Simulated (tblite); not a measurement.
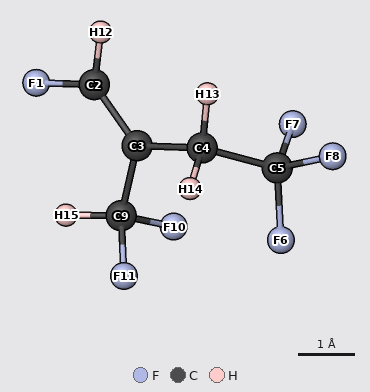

This is the input geometry for a relaxation of C5H4F6. The picture is a ball-and-stick view, seen at a tilt.

Level of theory: tblite 0.8.0, GFN2-xTB geometry optimisation, gas phase.

```xyz
15

F    -1.9894    2.2344    0.4607
C    -0.8045    1.6832    0.6998
C    -0.5021    0.4276    0.3272
C     0.8301   -0.1968    0.6084
C     1.6002   -0.7130   -0.5897
F     1.0265   -1.8024   -1.1473
F     1.7113    0.2451   -1.5506
F     2.8649   -1.0523   -0.2251
C    -1.5059   -0.4208   -0.3954
F    -1.1505   -0.5769   -1.6893
F    -1.5479   -1.6634    0.1476
H    -0.1592    2.3648    1.2401
H     1.4650    0.5185    1.1522
H     0.6858   -1.0388    1.3111
H    -2.5286   -0.0011   -0.3717
```

Q: Predict the outcome.

A: F6 moves most after the best rigid fit: 2.64 Å. By element the largest moves are F 2.64 Å, H 2.17 Å, C 0.86 Å. Among the contacts that change: C5–F7 1.361 → 1.341 Å, C2–C3 1.344 → 1.326 Å, C3–C9 1.500 → 1.511 Å, C5–F6 1.352 → 1.341 Å. Among the angles between lasting bonds that change: C4–C3–C9 116.7° → 113.4°, C2–C3–C4 122.5° → 125.7°, H13–C4–H14 104.8° → 107.7°. Groups turn about C3–C4 by about 120°. After 166 geometry steps the energy has fallen by 4.64 kcal/mol. Cost: 1 s on 1 thread of Intel(R) Xeon(R) Platinum 8488C, on a shared host.

Final geometry:

```xyz
15

F    -1.6161    2.2601   -0.0543
C    -0.5113    1.5140   -0.0863
C    -0.5665    0.1944    0.0304
C     0.6112   -0.7381    0.0101
C     1.9554   -0.0609   -0.1640
F     2.0490    0.6252   -1.3123
F     2.2322    0.8065    0.8206
F     2.9470   -0.9590   -0.1728
C    -1.8904   -0.5131    0.2029
F    -2.0761   -1.4136   -0.7940
F    -1.8947   -1.2304    1.3538
H     0.3764    2.1144   -0.2133
H     0.6414   -1.3032    0.9482
H     0.4902   -1.4565   -0.8083
H    -2.7518    0.1683    0.2173
```

After the run, drawn alike:

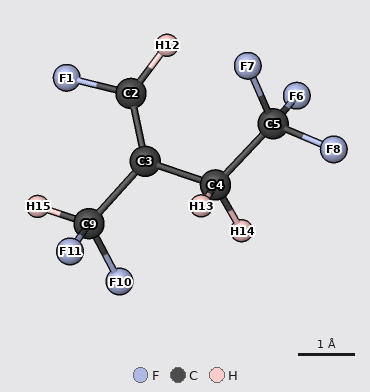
